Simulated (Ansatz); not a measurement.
**Amorphous Hf36O70**

A CHGNet melt-quench gave the starting glass, which DFT then relaxed. O atoms were pushed apart under 1.9 Å during the dynamics, to hinder bonds among them. The hot cell started wider than the set density and was brought back towards it in steps. It is the lowest in DFT energy of 4 quenches. It is a model cell: composition and starting density were chosen by hand, and all elements were melted together. No dispersion term was used.

Methods: PBE, scalar-relativistic without spin-orbit coupling (Ansatz, an electronic-structure program); r2SCAN, scalar-relativistic without spin-orbit coupling (Ansatz). Geometry, pressure, stress and energy are those of the PBE run. Its sampling: a 2×2×2 Γ-centred mesh; Fermi-Dirac width 0.02 eV; no spin polarisation. Other functionals are single points at the zone centre (r2SCAN at 500 eV), free to take moments where seeds were set. The usual formal charges leave 4 electrons over, so the level spacing at the Fermi energy parts defect or band states and needn't be the band gap.

```yaml
number_of_atoms_in_the_cell: 106
Density (held, not predicted): 8.40 g/cm^3
volume_per_atom: 14.07 Å³
Pressure on a 2×2×2 Γ-centred mesh: -2.13 GPa
Largest force and stress component on that mesh (the relaxation ran on the zone centre alone): 0.08 eV/Å and 2.1 GPa
Energy relative to HfO2 (P2_1/c) + hcp Hf (lowest mix at this level among the phases computed, not always the ambient ones): 0.185 eV/atom
Level spacing at the Fermi energy on a 2×2×2 Γ-centred mesh (PBE): 0.87 eV
Level spacing at the Fermi energy at the zone centre (PBE): 0.99 eV
Level spacing at the Fermi energy at the zone centre (r2SCAN): 1.19 eV
```

Bonds are counted up to Hf-Hf 3.34 Å, Hf-O 2.62 Å, O-O 1.58 Å. Two cations that share two anions don't count as bonded, nor two that share one unless they lie closer than Hf-Hf 3.25 Å.

The mean coordination of Hf by anions is 5.94 (9 with 5, 20 with 6, 7 with 7) and the mean coordination of O is 3.06 (6 with 2, 54 with 3, 10 with 4). The mean Hf-O bond comes out as 2.137 Å (spread 0.112 Å, 214 counted). The bond angle at Hf comes out as mean 103.2°, spread 28.8°.

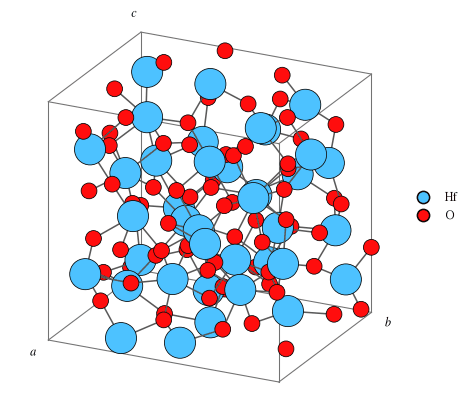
The relaxed cell

Its density started from a set value of 8.40 g/cm³. The quench (nominally 120 K/ps over its main leg) was far faster than any real one, so the model tends to hold more defects than a real film. Values belong to this one cell and scatter from quench to quench. The volume was held where the preparation left it and the shape relaxed, at a PBE pressure of -2.1 GPa (tension). Stress components on the final sampling reach 2.1 GPa.
